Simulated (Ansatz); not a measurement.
The starting structures come from a database of crystals and need not be the phases stable at ambient conditions.

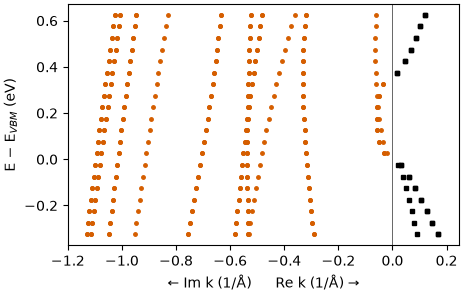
Figure: Complex bands at the centre of the two-dimensional zone; PBEsol in Ansatz (an electronic-structure program)

The gap is the functional's own. No spin-orbit coupling. Mid-gap values are interpolated on the energy grid.

This is Ca3BiN (Pm-3m, anti-perovskite, not sure to be the ambient phase, 5 atoms a cell, 23.5 Å³ an atom, -2 GPa at this level) along the normal of (111). Read off the slowest decay at the centre of the two-dimensional zone at 0.17 eV, the computed energy nearest the middle of the gap.

κ ≈ 0.05 1/Å, a decay length 1/(2κ) of the density of 10 Å.
